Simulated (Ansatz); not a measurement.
# Single-point calculation of BSi2H6ClO

The run: single-point calculation of BSi2H6ClO. Method and program: RKS B3LYP-D4/def2-TZVPP (Ansatz 0.2.0).

The geometry comes from this level: PBE0-D4/def2-TZVP. Figures and captions count atoms from 1; the log counts them from 0 in places.

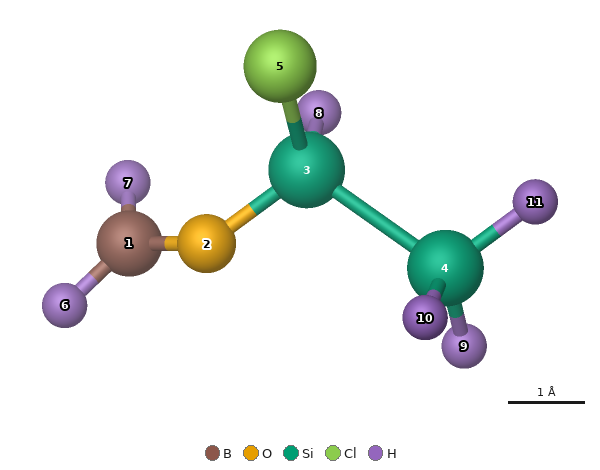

*The structure (ball-and-stick view, seen at a tilt; atoms are numbered from 1 in the order of the input).*

Bond lengths as drawn: B–H 1.20 Å, B–O 1.35 Å, Cl–Si 2.05 Å, H–Si 1.48 to 1.49 Å, O–Si 1.65 Å and Si–Si 2.34 Å.

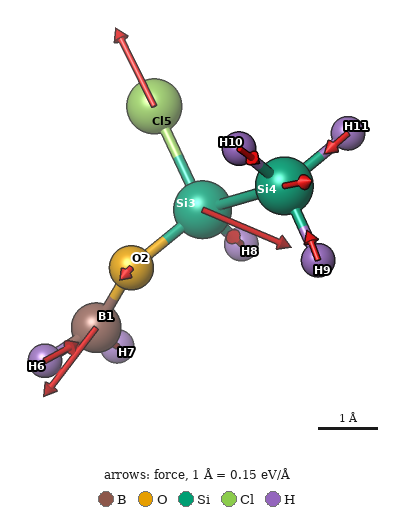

*Forces on the atoms as red arrows (ball-and-stick view, seen at a tilt; atoms are numbered from 1 in the order of the input).*

The largest act on Si3 (0.26 eV/Å); Cl5 (0.24 eV/Å); B1 (0.23 eV/Å); H7 (0.13 eV/Å), among others. The geometry is not a stationary point of this energy.

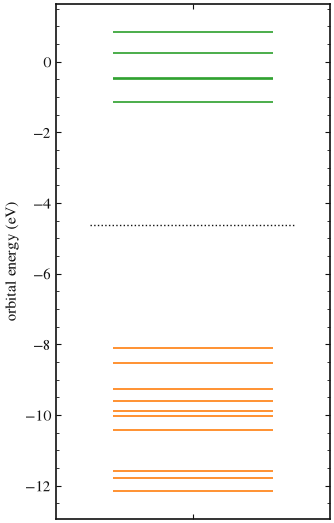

*Orbital energies near the frontier; the dotted line parts filled from empty levels, and levels within 0.02 eV of each other stand side by side.*

Highest filled −8.12 eV, lowest empty −1.15 eV, 6.97 eV apart.

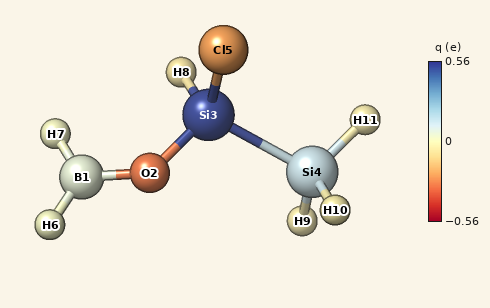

*Mulliken charges, as the colour of each atom (ball-and-stick view, seen at a tilt; atoms are numbered from 1 in the order of the input).*

By element: B +0.06, O −0.31, Si +0.14 to +0.53, Cl −0.24 and H −0.07 to +0.02 e.

The input that produced these results follows, with the program's output.

The input:
```yaml
crystal:
  periodic: [false, false, false]
  atoms:
    - {symbol: B, position_ang: [-1.946479, 1.483685, 0.206588]}
    - {symbol: O, position_ang: [-0.751886, 0.906955, 0.467217]}
    - {symbol: Si, position_ang: [0.383198, 0.262643, -0.548325]}
    - {symbol: Si, position_ang: [1.267322, -1.662236, 0.436366]}
    - {symbol: Cl, position_ang: [1.891023, 1.639472, -0.774256]}
    - {symbol: H, position_ang: [-2.589256, 1.884507, 1.133669]}
    - {symbol: H, position_ang: [-2.332785, 1.572878, -0.928934]}
    - {symbol: H, position_ang: [-0.222986, 0.059694, -1.888200]}
    - {symbol: H, position_ang: [0.185130, -2.659507, 0.650521]}
    - {symbol: H, position_ang: [1.888605, -1.308034, 1.737806]}
    - {symbol: H, position_ang: [2.293413, -2.237060, -0.471952]}
basis:
  gaussian: {orbitals: def2-TZVPP}
hamiltonian: {xc: {name: B3LYP}, dispersion: d4}
output: {forces: true, orbitals: {seedname: orbitals}}
```

Launched with:
```bash
ansatz run in.yaml --threads 4 --pin off --events-out ev --progress --plain --max-ram 10444MiB
```

The program's output:
```
Functional definition: B3LYP
  name "B3LYP"
  cite "Stephens, Devlin, Chabalowski & Frisch, J. Phys. Chem. 98, 11623 (1994) doi:10.1021/j100096a001"
  cite "Becke, Phys. Rev. A 38, 3098 (1988) doi:10.1103/PhysRevA.38.3098"
  cite "Lee, Yang & Parr, Phys. Rev. B 37, 785 (1988) doi:10.1103/PhysRevB.37.785"
  cite "Vosko, Wilk & Nusair, Can. J. Phys. 58, 1200 (1980) doi:10.1139/p80-159"
  parameter a0 = 0.2
  parameter ax = 0.72
  parameter ac = 0.81
  exchange = (1 - a0 - ax)*slater_x + ax*b88_x + a0*exact_x
  correlation = (1 - ac)*vwn_rpa_c + ac*lyp_c
1569 factors; their error is unknown
mean field evaluation 1: about -31101.0006 eV, gradient 5.4e1 eV
mean field evaluation 2: about -31088.4437 eV, gradient 9.9e1 eV
mean field evaluation 4: about -31106.0285 eV, gradient 3.6e0 eV
mean field evaluation 8: about -31106.0539 eV, gradient 3.2e-2 eV
mean field evaluation 16: about -31106.0964 eV, gradient 1.4e-4 eV
mean field -31106.09643060 eV, -1143.1279593550 hartree, gradient 8.3e-6 eV, S^2 0.000000; 0 other end points of the search recorded, 0 dependent functions left out
the calculation of the forces begins
reference -31106.09676512 eV, -1143.1279716485 hartree; 32, 32 occupied and 240, 240 virtual orbitals, 1569 factors
Total energy: -31106.54893626 eV, -1143.1445886315 hartree
Atom 0 at    -1.946479     1.483685     0.206588 Å, force    -0.207972     0.105703     0.016830 eV/Å
Atom 1 at    -0.751886     0.906955     0.467217 Å, force    -0.036308     0.011309     0.034776 eV/Å
Atom 2 at     0.383198     0.262643    -0.548325 Å, force    -0.060964    -0.199421    -0.150986 eV/Å
Atom 3 at     1.267322    -1.662236     0.436366 Å, force     0.038715    -0.101251     0.049214 eV/Å
Atom 4 at     1.891023     1.639472    -0.774256 Å, force     0.171504     0.165584    -0.029219 eV/Å
Atom 5 at    -2.589256     1.884507     1.133669 Å, force     0.054608    -0.036694    -0.105578 eV/Å
Atom 6 at    -2.332785     1.572878    -0.928934 Å, force     0.033712    -0.003156     0.128636 eV/Å
Atom 7 at    -0.222986     0.059694    -1.888200 Å, force     0.034780     0.004718     0.084207 eV/Å
Atom 8 at     0.185130    -2.659507     0.650521 Å, force     0.070407     0.053808    -0.009149 eV/Å
Atom 9 at     1.888605    -1.308034     1.737806 Å, force    -0.037115    -0.029320    -0.080490 eV/Å
Atom 10 at     2.293413    -2.237060    -0.471952 Å, force    -0.061367     0.028720     0.061759 eV/Å
Dipole moment:    -0.046186    -0.266091    -0.055824 e Å
```

Summary:

```csv
quantity,value
outcome,converged
total energy,−31106.5489 eV
mean-field energy,−31106.0968 eV
dispersion energy,−0.4522 eV
SCF solution under orbital rotations,stable
HOMO,−8.12 eV
LUMO,−1.15 eV
largest force (length of the vector),0.257 eV/Å
dipole moment,1.32 D
hardware,"4 threads of Arm Neoverse V1, 23 GiB of memory available, shared host"
wall time,7 s (CPU time 26 s)
peak memory,0.88 GiB
```
